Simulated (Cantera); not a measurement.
Feed: 1 mol FeCl2, 4.7 mol O2, 68 mol H2, equilibrated at 1.33 mbar.

These are equilibrium values from Cantera (NASA tables, ideal gas, pure condensed phases), not measurements of a reactor. Candidate condensed phases: Fe, FeCl2, FeCl3, FeO, Fe(OH)2, Fe(OH)3, Fe2O3, Fe3O4, H2O; 22 gas species. The numbers say what is thermodynamically allowed, not how fast it happens.

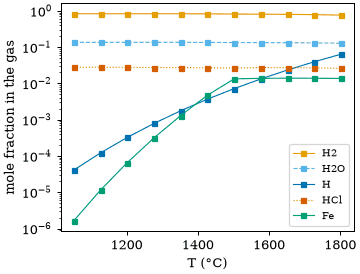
Figure: Equilibrium gas composition (values under 1e-9 drawn at 1e-9)

Problem. Read off the mole fractions at 1727 °C.

Solution. H2 about 0.79, H2O about 0.13, H about 0.040, HCl about 0.027, Fe about 0.014.
